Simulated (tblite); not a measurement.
# Run report: C5H7NOSe, saddle-point search

System: C5H7NOSe, SMILES CNc1cc(O)c[se]1.
Method: GFN2-xTB saddle search (eigenvector following) and harmonic vibrations, gas phase (tblite 0.8.0).

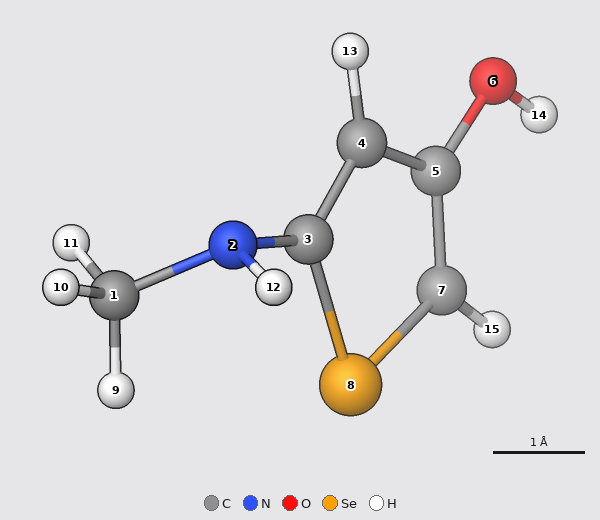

**Figure 1.** The input geometry (ball-and-stick view, seen at a tilt; atoms are numbered from 1 in the order of the input). Bond lengths as drawn: C–C 1.36 to 1.42 Å, C–H 1.08 to 1.10 Å, C–N 1.40 to 1.45 Å, C–O 1.36 Å, C–Se 1.86 to 1.89 Å, H–N 1.02 Å and H–O 0.96 Å.

### The input
```
{"job": {"xc": "GFN2-xTB", "basis": "xTB", "kind": "saddle"}, "charge": 0, "multiplicity": 1}
C     -2.210991    -1.025190     1.810601
N     -1.745056    -0.249422     0.672733
C     -0.352526    -0.131920     0.569533
C      0.480927    -0.508722    -0.432760
C      1.852803    -0.202422    -0.213930
O      2.778746    -0.544019    -1.148744
C      2.119367     0.424495     0.963943
Se     0.582232     0.718294     1.969023
H     -1.961344    -0.577020     2.780756
H     -3.292121    -1.131634     1.737181
H     -1.756683    -2.014077     1.759288
H     -2.201382     0.657005     0.640479
H      0.154903    -1.008243    -1.328773
H      3.654662    -0.271550    -0.852868
H      3.088456     0.732579     1.314694
```

The first line tells a small driver script what to run in tblite; the rest is the geometry in Å.

Machine: 1 CPU thread, shared host.

Command:
```bash
OMP_NUM_THREADS=1 python <driver script> task.json out
```

### The program's output
```
step      E/eV     max force
  0    -663.91836   0.8712
  1    -663.97582   0.2220
  2    -663.97710   0.1254
  3    -663.97755   0.1134
  4    -663.97814   0.0112
  5    -663.97817   0.0067
  6    -663.97816   0.0000
lowest wavenumbers (cm-1): -63.7 135.8 185.9 229.5 256.2 279.5
```

### Trajectory as extended XYZ (Å, eV, eV/Å), 7 frames, from step=0 to step=6
```
15
Properties=species:S:1:pos:R:3:forces:R:3 step=0 energy=-663.91836
C    -2.2110   -1.0252    1.8106   -0.0160  -0.0310  -0.2590
N    -1.7451   -0.2494    0.6727    0.0630  -0.3810  -0.3880
C    -0.3525   -0.1319    0.5695   -0.5060   0.0490  -0.0160
C     0.4809   -0.5087   -0.4328   -0.3740  -0.0610   0.0370
C     1.8528   -0.2024   -0.2139    0.0470   0.0490   0.1270
O     2.7787   -0.5440   -1.1487   -0.0320   0.0140   0.0380
C     2.1194    0.4245    0.9639    0.0020  -0.0130  -0.0430
Se    0.5822    0.7183    1.9690    0.7550   0.2330   0.3670
H    -1.9613   -0.5770    2.7808    0.0880   0.0980   0.0630
H    -3.2921   -1.1316    1.7372    0.0040   0.0220   0.0070
H    -1.7567   -2.0141    1.7593    0.0060   0.0000   0.0060
H    -2.2014    0.6570    0.6405    0.0050  -0.0250  -0.0200
H     0.1549   -1.0082   -1.3288   -0.0330   0.0320   0.0580
H     3.6547   -0.2715   -0.8529    0.0010  -0.0010  -0.0050
H     3.0885    0.7326    1.3147   -0.0120   0.0160   0.0270
15
Properties=species:S:1:pos:R:3:forces:R:3 step=1 energy=-663.97582
C    -2.2057   -1.0497    1.7744   -0.0010  -0.0310  -0.0220
N    -1.7399   -0.2474    0.6580   -0.0170  -0.0620  -0.0810
C    -0.3597   -0.0814    0.6031   -0.1130  -0.0010  -0.0420
C     0.4653   -0.4992   -0.3849   -0.0750  -0.0060   0.0160
C     1.8459   -0.2017   -0.1929    0.0190   0.0170   0.0470
O     2.7534   -0.5834   -1.1308   -0.0150   0.0180   0.0340
C     2.1383    0.4573    0.9592   -0.0070  -0.0170  -0.0340
Se    0.6306    0.8000    1.9887    0.2020   0.0440   0.0810
H    -1.8961   -0.6404    2.7508   -0.0130  -0.0020  -0.0470
H    -3.2930   -1.1079    1.7367    0.0550  -0.0030   0.0170
H    -1.7897   -2.0539    1.6737   -0.0240   0.0590   0.0180
H    -2.2278    0.6442    0.6314    0.0120  -0.0310  -0.0120
H     0.1182   -1.0197   -1.2601   -0.0010   0.0180   0.0290
H     3.6383   -0.3172   -0.8556   -0.0120  -0.0010  -0.0060
H     3.1140    0.7686    1.2896   -0.0090  -0.0010   0.0010
15
Properties=species:S:1:pos:R:3:forces:R:3 step=2 energy=-663.97710
C    -2.1967   -1.0722    1.7444    0.0820   0.0510  -0.0800
N    -1.7435   -0.2034    0.6677   -0.0680   0.0030   0.0790
C    -0.3671   -0.0252    0.6162    0.0520  -0.0440  -0.0630
C     0.4517   -0.4917   -0.3558   -0.0270   0.0230   0.0520
C     1.8386   -0.2113   -0.1796    0.0160   0.0170   0.0390
O     2.7333   -0.6375   -1.1121   -0.0290   0.0340   0.0660
C     2.1489    0.4811    0.9485   -0.0230  -0.0330  -0.0570
Se    0.6554    0.8819    1.9789    0.0430  -0.0310  -0.0490
H    -1.9295   -0.6869    2.7390    0.0290   0.0190   0.0180
H    -3.2753   -1.1806    1.6834   -0.0730   0.0110  -0.0230
H    -1.7336   -2.0499    1.6170    0.0120   0.0060  -0.0090
H    -2.2379    0.6860    0.6965    0.0120  -0.0740   0.0030
H     0.0915   -1.0333   -1.2130    0.0080   0.0200   0.0330
H     3.6248   -0.3774   -0.8525   -0.0210  -0.0010  -0.0040
H     3.1315    0.7887    1.2624   -0.0160  -0.0030  -0.0050
15
Properties=species:S:1:pos:R:3:forces:R:3 step=3 energy=-663.97755
C    -2.1904   -1.0816    1.7279    0.0420  -0.0190   0.0160
N    -1.7479   -0.1831    0.6735   -0.0050   0.0220   0.0670
C    -0.3707   -0.0091    0.6160    0.0330   0.0020  -0.0230
C     0.4485   -0.4997   -0.3425   -0.0300   0.0110   0.0330
C     1.8351   -0.2185   -0.1706    0.0060   0.0180   0.0330
O     2.7289   -0.6629   -1.0932   -0.0110   0.0070   0.0200
C     2.1463    0.4983    0.9411   -0.0010  -0.0210  -0.0400
Se    0.6553    0.9220    1.9620   -0.0170  -0.0280  -0.0390
H    -1.8928   -0.7350    2.7334   -0.0270  -0.0260  -0.1070
H    -3.2748   -1.1673    1.6835    0.0270  -0.0080   0.0130
H    -1.7444   -2.0642    1.5558   -0.0440   0.1000   0.0130
H    -2.2380    0.7069    0.7367    0.0210  -0.0670   0.0040
H     0.0888   -1.0568   -1.1893    0.0010   0.0090   0.0160
H     3.6193   -0.3950   -0.8398    0.0070   0.0020  -0.0030
H     3.1288    0.8139    1.2466   -0.0030  -0.0030  -0.0030
15
Properties=species:S:1:pos:R:3:forces:R:3 step=4 energy=-663.97814
C    -2.1910   -1.0771    1.7330   -0.0030   0.0000   0.0010
N    -1.7457   -0.1915    0.6722    0.0000   0.0020  -0.0080
C    -0.3692   -0.0147    0.6165    0.0010   0.0050   0.0040
C     0.4488   -0.4957   -0.3462    0.0040  -0.0060  -0.0030
C     1.8356   -0.2157   -0.1728   -0.0020  -0.0040  -0.0020
O     2.7290   -0.6530   -1.0986    0.0020  -0.0010  -0.0010
C     2.1473    0.4907    0.9440    0.0030   0.0030   0.0000
Se    0.6562    0.9041    1.9687   -0.0040  -0.0010   0.0000
H    -1.9037   -0.7146    2.7316    0.0020   0.0010   0.0110
H    -3.2737   -1.1721    1.6838   -0.0030   0.0010   0.0000
H    -1.7387   -2.0559    1.5783    0.0020  -0.0060  -0.0030
H    -2.2407    0.6945    0.7190   -0.0030   0.0040   0.0010
H     0.0879   -1.0460   -1.1961    0.0010  -0.0010  -0.0020
H     3.6200   -0.3880   -0.8438    0.0000   0.0020  -0.0010
H     3.1299    0.8033    1.2516   -0.0010  -0.0020   0.0010
15
Properties=species:S:1:pos:R:3:forces:R:3 step=5 energy=-663.97817
C    -2.1913   -1.0768    1.7331    0.0010  -0.0010   0.0030
N    -1.7460   -0.1914    0.6716    0.0020   0.0010   0.0000
C    -0.3693   -0.0154    0.6158    0.0040  -0.0020  -0.0040
C     0.4494   -0.4978   -0.3461   -0.0040   0.0020   0.0050
C     1.8359   -0.2168   -0.1725   -0.0030   0.0010   0.0030
O     2.7300   -0.6530   -1.0982    0.0040   0.0000   0.0000
C     2.1469    0.4905    0.9441   -0.0010  -0.0010  -0.0020
Se    0.6552    0.9040    1.9679    0.0000  -0.0010  -0.0020
H    -1.9005   -0.7160    2.7319   -0.0010  -0.0010  -0.0040
H    -3.2745   -1.1682    1.6863    0.0010  -0.0010   0.0010
H    -1.7422   -2.0570    1.5764   -0.0020   0.0020  -0.0010
H    -2.2402    0.6951    0.7194    0.0000   0.0000   0.0000
H     0.0893   -1.0486   -1.1962    0.0000   0.0000   0.0010
H     3.6201   -0.3834   -0.8449   -0.0010  -0.0010  -0.0010
H     3.1292    0.8030    1.2525    0.0010   0.0010   0.0000
15
Properties=species:S:1:pos:R:3:forces:R:3 step=6 energy=-663.97816
C    -2.1919   -1.0753    1.7353    0.0000   0.0000   0.0000
N    -1.7458   -0.1950    0.6700    0.0000   0.0000   0.0000
C    -0.3690   -0.0185    0.6152    0.0000   0.0000   0.0000
C     0.4500   -0.4973   -0.3479    0.0000   0.0000   0.0000
C     1.8363   -0.2158   -0.1733    0.0000   0.0000   0.0000
O     2.7309   -0.6492   -1.0999    0.0000   0.0000   0.0000
C     2.1467    0.4885    0.9452    0.0000   0.0000   0.0000
Se    0.6545    0.8982    1.9699    0.0000   0.0000   0.0000
H    -1.8993   -0.7113    2.7323    0.0000   0.0000   0.0000
H    -3.2752   -1.1651    1.6901    0.0000   0.0000   0.0000
H    -1.7448   -2.0569    1.5818    0.0000   0.0000   0.0000
H    -2.2406    0.6915    0.7126    0.0000   0.0000   0.0000
H     0.0904   -1.0463   -1.1994    0.0000   0.0000   0.0000
H     3.6210   -0.3802   -0.8457    0.0000   0.0000   0.0000
H     3.1287    0.8007    1.2548    0.0000   0.0000   0.0000
```

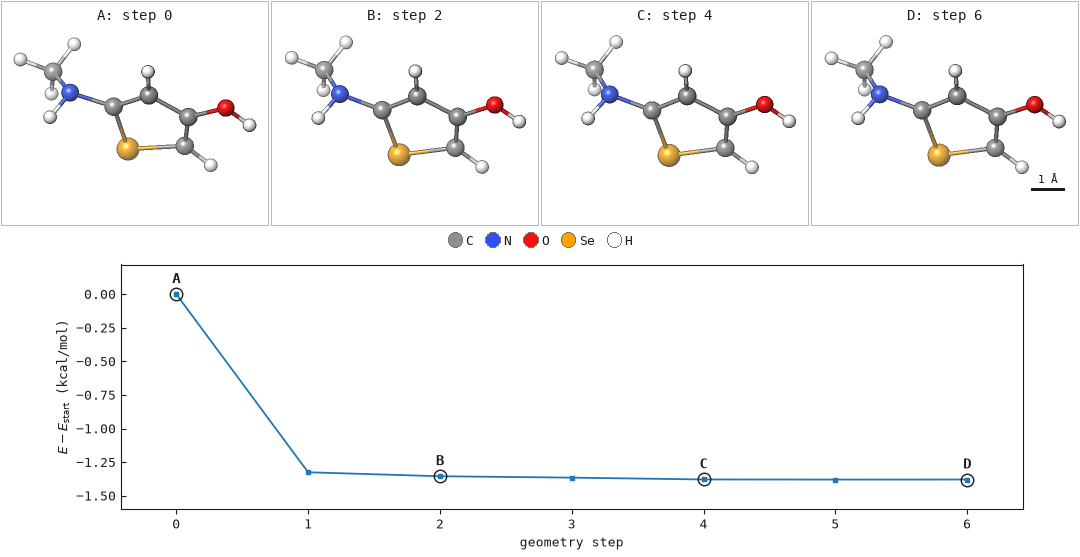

**Figure 2.** Frames of the saddle-point search (ball-and-stick view, seen at a tilt) above the curves, on which the letters mark them (steps are counted from 0).

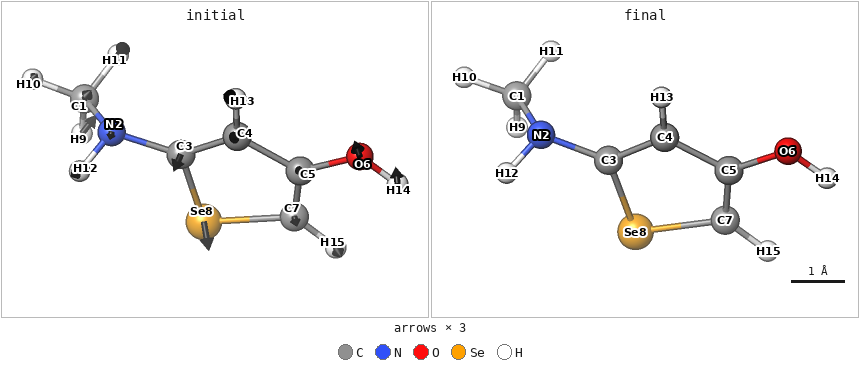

**Figure 3.** Before (left) and after (right) the saddle-point search, at one scale (ball-and-stick view, seen at a tilt). The black arrows give the displacements, magnified 3 times. The largest move after the best rigid fit is that of Se8, 0.19 Å. Largest moves by element: Se 0.19 Å, H 0.18 Å, O 0.13 Å, C 0.12 Å, N 0.05 Å. Among the contacts that change: C3–Se8 1.885 → 1.930 Å, N2–C3 1.401 → 1.389 Å, C3–C4 1.357 → 1.352 Å, C7–Se8 1.860 → 1.856 Å. Among the angles that change: N2–C3–Se8 118.4° → 123.9°, N2–C3–C4 129.9° → 125.7°. The energy falls by 1.38 kcal/mol in 6 geometry steps. The largest force component goes from 0.76 to under 0.0001 eV/Å. (Atoms are counted from 1 in the order of the input.)

### Summary

- outcome: converged
- total energy: −663.9782 eV
- point group: C1
- wall time: 1.9 s
- peak memory: 0.2 GiB
